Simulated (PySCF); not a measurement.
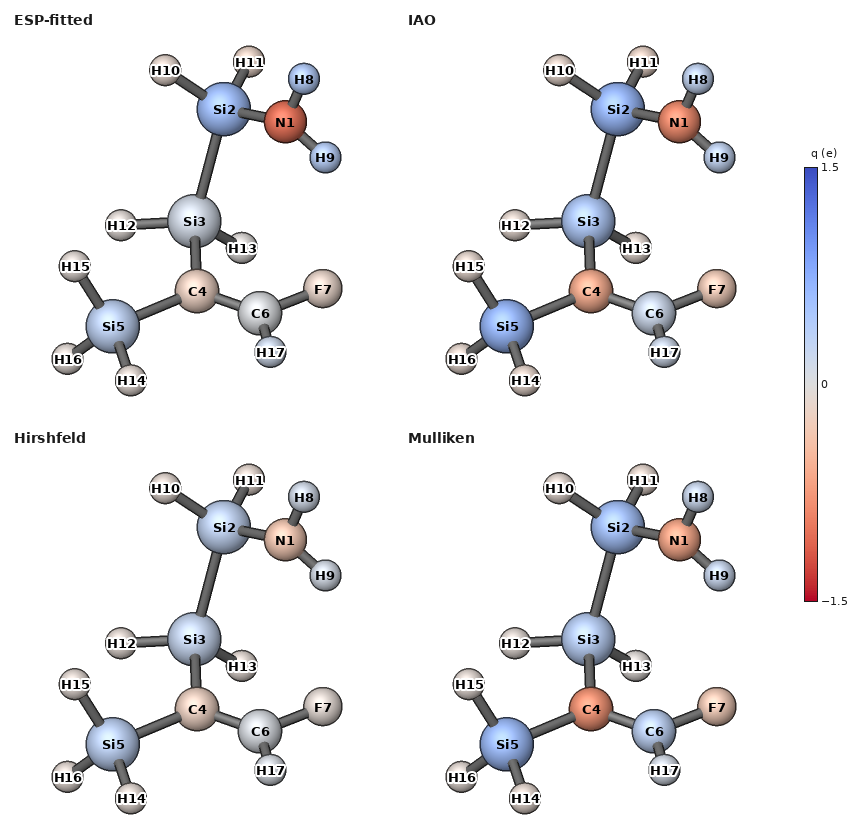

Atomic charges of one calculation by 4 schemes, on one colour scale. The geometry was computed by an optimisation with GFN2-xTB. No frequency run is at hand to confirm it as a minimum. Computed with PBE0/pcSseg-1 (PySCF 2.14.0).

Question: On which atom do the schemes disagree most?

Answer: On N1 (from −1.01 to −0.32 e).

List the charges (e), one line for each set of equivalent atoms.

| atom | ESP-fitted | IAO | Hirshfeld | Mulliken |
| --- | --- | --- | --- | --- |
| N1 | −1.01 | −0.84 | −0.32 | −0.63 |
| Si2 | 0.56 | 0.62 | 0.28 | 0.52 |
| Si3 | 0.11 | 0.43 | 0.23 | 0.35 |
| C4 | −0.21 | −0.58 | −0.20 | −0.78 |
| Si5 | 0.30 | 0.62 | 0.31 | 0.58 |
| C6 | 0.03 | 0.17 | 0.06 | 0.31 |
| F7 | −0.15 | −0.28 | −0.07 | −0.29 |
| H8 | 0.40 | 0.26 | 0.12 | 0.19 |
| H9 | 0.37 | 0.26 | 0.10 | 0.20 |
| H10 | −0.11 | −0.12 | −0.08 | −0.09 |
| H11 | −0.15 | −0.15 | −0.10 | −0.11 |
| H12 | −0.06 | −0.10 | −0.08 | −0.06 |
| H13 | −0.03 | −0.09 | −0.08 | −0.04 |
| H14 | −0.08 | −0.12 | −0.07 | −0.10 |
| H15 | −0.06 | −0.12 | −0.07 | −0.08 |
| H16 | −0.06 | −0.12 | −0.07 | −0.08 |
| H17 | 0.15 | 0.16 | 0.06 | 0.10 |

The geometry is semi-empirical. Around Si such bond lengths and angles can be off by a tenth of an ångström or more and by several degrees, and values that hang on the shape move with them.
